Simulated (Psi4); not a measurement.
**PF3 (phosphorus trifluoride) at MN15/6-31G(d) (spherical functions, sweep point 4)**

What is the vertical ionisation energy of PF3 (phosphorus trifluoride) at MN15/6-31G* (spherical functions, sweep point 4)? 

The calculation is run with Psi4 1.11.

4 further runs of the same task are left out: 4 set aside as unsound or not needed.

### 1 The structure to begin with

PF3 has 4 atoms, charge 0, and is taken as a singlet. As SMILES, `FP(F)F`. The coordinates come from a PBE0-D4/def2-TZVP relaxation.

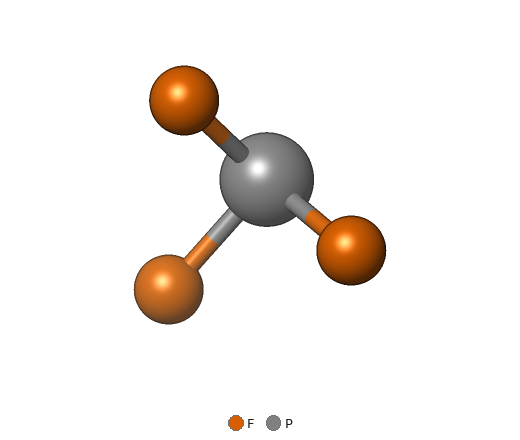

Viewed from a chosen angle; fluorine orange, phosphorus grey.

### 2 A single-point energy at MN15/6-31G(d) (spherical functions, sweep point 4)

Input file job.inp:

```
memory 1600 mb

molecule {
  F      1.57678748    -1.25326637     1.65256550
  P     -0.56219352     0.59450784     0.74133956
  F     -2.00670017    -1.31619425    -1.01459396
  F      0.99210622     1.97514175    -1.37950007
  units au
  symmetry c1
}

set {
  puream true
  scf_type pk
  dft_radial_points 50
  dft_spherical_points 194
}

energy_value, wavefunction = energy("mn15/6-31G*", return_wfn=True)
```

Run with:

```
psi4 -i job.inp -o job.out -n 1
```

job.out:

```text
[...]
  Running in c1 symmetry.
[...]
  Nuclear repulsion =  190.762092295132391
[...]
  Multiplicity = 1
[...]
  Nalpha       = 21
  Nbeta        = 21
[...]
    Number of basis functions: 60
[...]
   @RKS iter   1:  -640.47679171631466   -2.48305e-01   8.70725e-03 DIIS/ADIIS
[...]
   @RKS iter   8:  -640.56138033725460   -2.07820e-09   1.28085e-07 DIIS
[...]
    Orbital Energies [Eh]
    ---------------------
    Doubly Occupied:
       1A    -76.288068     2A    -24.321287     3A    -24.321172
       4A    -24.321113     5A     -6.521158     6A     -4.887319
       7A     -4.887314     8A     -4.876562     9A     -1.304172
      10A     -1.246758    11A     -1.246744    12A     -0.704994
      13A     -0.601373    14A     -0.601363    15A     -0.572802
      16A     -0.528648    17A     -0.528621    18A     -0.489003
      19A     -0.488994    20A     -0.474027    21A     -0.349507
[...]
  @RKS Final Energy:  -640.56138033725460
   => Energetics <=
    Nuclear Repulsion Energy =            190.7620922951323905
    One-Electron Energy =               -1269.2900981960642639
    Two-Electron Energy =                 469.0891527454538164
    DFT Exchange-Correlation Energy =     -31.1225271817764728
    Empirical Dispersion Energy =           0.0000000000000000
    VV10 Nonlocal Energy =                  0.0000000000000000
    Total Energy =                       -640.5613803372546045
[...]
 Multipole Moments:
 ------------------------------------------------------------------------------------
     Multipole            Electronic (a.u.)      Nuclear  (a.u.)        Total (a.u.)
 ------------------------------------------------------------------------------------
 L = 1.  Multiply by 2.5417464519 to convert [e a0] to [Debye]
 Dipole X            :         -0.0324255           -0.1588038           -0.1912293
 Dipole Y            :          0.0344752            0.1679184            0.2023935
 Dipole Z            :          0.0426525            0.2094209            0.2520734
 Magnitude           :                                                    0.3755966
[...]
```

Run time: 2.4 s. Hardware: 1 thread of Intel Xeon 6975P-C (Granite Rapids), shared host; peak memory 0.37 GiB.

### 3 The doublet cation at the same level

Input file input.in:

```
memory 1600 mb

molecule geom {
  1 2
  F      1.57678748    -1.25326637     1.65256550
  P     -0.56219352     0.59450784     0.74133956
  F     -2.00670017    -1.31619425    -1.01459396
  F      0.99210622     1.97514175    -1.37950007
  units au
  symmetry c1
}

set reference uks
set puream true
set scf_type pk
set dft_radial_points 50
set dft_spherical_points 194
set maxiter 150

energy('mn15/6-31G*')
print_variables()
```

Run with:

```
psi4 input.in input.out -n 1
```

input.out:

```text
[...]
  Running in c1 symmetry.
[...]
  Nuclear repulsion =  190.762092295132391
[...]
  Multiplicity = 2
[...]
  Nalpha       = 21
  Nbeta        = 20
[...]
    Number of basis functions: 60
[...]
   @UKS iter   1:  -639.99799311632569    2.30493e-01   9.14162e-03 ADIIS/DIIS
[...]
   @UKS iter   9:  -640.12605678508339   -3.10672e-09   1.88485e-07 DIIS
[...]
   @S^2 Observed:                7.518184589E-01
[...]
    Orbital Energies [Eh]
    ---------------------
    Alpha Occupied:
       1A    -76.684629     2A    -24.635870     3A    -24.635754
       4A    -24.635710     5A     -6.906841     6A     -5.272041
       7A     -5.271507     8A     -5.271502     9A     -1.608885
      10A     -1.549472    11A     -1.549460    12A     -1.015963
      13A     -0.901466    14A     -0.901462    15A     -0.880787
      16A     -0.823811    17A     -0.823787    18A     -0.782414
      19A     -0.782394    20A     -0.765993    21A     -0.708434
    Alpha Virtual:
      22A     -0.289941    23A     -0.289919    24A     -0.111533
      25A     -0.006377    26A      0.092197    27A      0.094159
[...]
  @UKS Final Energy:  -640.12605678508339
   => Energetics <=
    Nuclear Repulsion Energy =            190.7620922951323905
    One-Electron Energy =               -1255.8055476732656643
    Two-Electron Energy =                 455.7843604647263192
    DFT Exchange-Correlation Energy =     -30.8669618716764980
    Empirical Dispersion Energy =           0.0000000000000000
    VV10 Nonlocal Energy =                  0.0000000000000000
    Total Energy =                       -640.1260567850835059
[...]
 Multipole Moments:
 ------------------------------------------------------------------------------------
     Multipole            Electronic (a.u.)      Nuclear  (a.u.)        Total (a.u.)
 ------------------------------------------------------------------------------------
 L = 1.  Multiply by 2.5417464519 to convert [e a0] to [Debye]
 Dipole X            :         -0.5354474           -0.1588038           -0.6942512
 Dipole Y            :          0.5662224            0.1679184            0.7341408
 Dipole Z            :          0.7059568            0.2094209            0.9153777
 Magnitude           :                                                    1.3634016
[...]
```

Wall time 3 s (1 thread of Intel Xeon 6975P-C (Granite Rapids), shared host); peak memory 0.37 GiB.

### 4 Outcome

Level: MN15/6-31G* (spherical functions, sweep point 4).

| quantity | value |
| --- | --- |
| singlet PF3: total energy | -640.56138 Eh |
| singlet PF3: dipole moment | 0.95 D |
| singlet PF3: HOMO energy | -9.51 eV |
| singlet PF3: LUMO energy | 1.09 eV |
| singlet PF3: HOMO–LUMO gap | 10.61 eV |
| doublet cation: total energy | -640.12606 Eh |
| doublet cation: HOMO energy (highest over α and β) | -19.28 eV |
| doublet cation: LUMO energy (lowest over α and β) | -13.91 eV |
| doublet cation: ⟨S²⟩ | 0.752 |
| vertical ionisation energy (to the doublet cation) | 11.846 eV |

What this shows: Removing an electron at fixed nuclei costs 11.85 eV (273 kcal/mol). −ε(HOMO) before ionisation, 9.51 eV, is 2.34 eV below this ionisation energy.
